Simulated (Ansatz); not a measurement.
Starting cell, ZrC (rock salt):

```yaml
crystal:
  lattice:
    - [0.00000, 4.70874, 4.70874]
    - [2.35437, 0.00000, 2.35437]
    - [2.35437, 2.35437, 0.00000]
  atoms:
    - { symbol: C, position: [0.00000, 0.00000, 0.00000] }
    - { symbol: C, position: [0.50000, 0.00000, 0.00000] }
    - { symbol: Zr, position: [0.25000, 0.50000, 0.50000] }
    - { symbol: Zr, position: [0.75000, 0.50000, 0.50000] }
```

The atoms are displaced by Q × the pattern below (from a DFPT mode at L = (0.5, 0.0, 0.0), largest move 1; Q in Å), at fixed cell. (q is in reciprocal vectors of the primitive cell; the cell shown is doubled to hold the pattern.)

```csv
atom,x,y,z
Zr3,-0.577,0.577,0.577
Zr4,0.577,-0.577,-0.577
```

Atoms not listed stay in place.

Method: PBE (plane waves to 420 eV, PAW, scalar-relativistic; Ansatz, a first-principles code). k mesh 17×17×17 (Γ-centred), Fermi-Dirac smearing 0.05 eV. The energy includes the smearing's −TS. With partly filled bands, energies and forces of such displacements shift with the k mesh and the smearing. ZrC is run without spin polarisation. ZrC was relaxed with its symmetry unable to fall. ΔE is measured from the undisplaced structure.

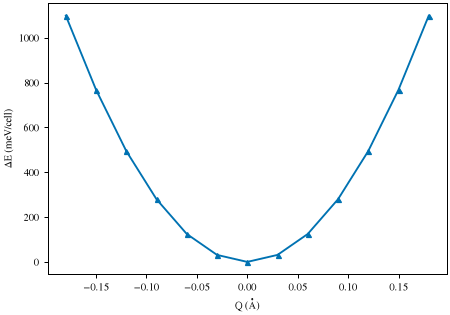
Figure: ΔE (meV/cell) against Q (Å); one marker a computed point.

Task: What is the energy change at Q = 0.180 Å?

Result: About 1100 meV/cell.

Task: What harmonic wavenumber does the curvature at Q = 0 give?

Result: About 320 cm⁻¹.

(A displaced cell: forces are minus the slopes of the energy, force constants its curvatures, and phonons follow from these.)
